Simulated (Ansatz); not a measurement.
# Direct or indirect: RbZnCl3 (Pm-3m)

```xyz
5
Lattice="5.0077 0.0000 0.0000 0.0000 5.0077 0.0000 0.0000 0.0000 5.0077" Properties=species:S:1:pos:R:3 pbc="T T T"
Rb    0.0000    0.0000    0.0000
Zn    2.5038    2.5038    2.5038
Cl    2.5038    2.5038    0.0000
Cl    2.5038    0.0000    2.5038
Cl    0.0000    2.5038    2.5038
```

Method: Ansatz, PBE, independent particles, without spin-orbit coupling, line width 0.15 eV (Gaussian). The band structure gives a fundamental gap of 1.39 eV. The spectrum of vertical transitions near the edge:

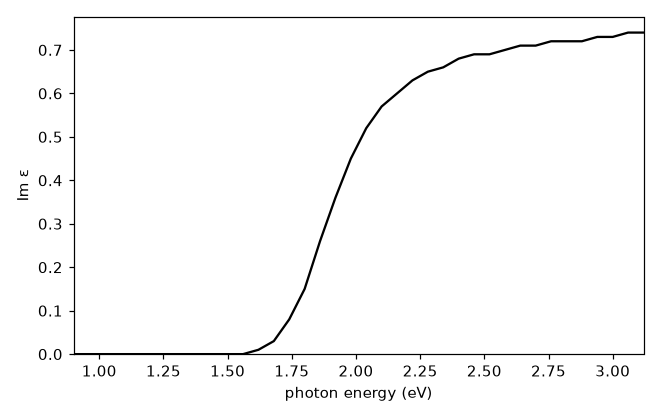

(1) Is the gap direct or indirect, and about where do vertical transitions set in?

Results:

(1) Indirect, by the band path, whose least direct gap is 1.81 eV. The curves fit this: they stay near zero above 1.39 eV and rise only from about 1.8 eV, though a forbidden direct transition would look alike. Lines are broadened by 0.15 eV, which spreads the edge, and phonons, which would give weak absorption from the fundamental gap up, are left out.

Cells made by substitution are models, which may or may not match a known phase.

[Logs are printed without paths, hosts, clocks, repeated set-up lines and the standing remarks that a program may print on its own settings, such as how far it seeks lower states.]
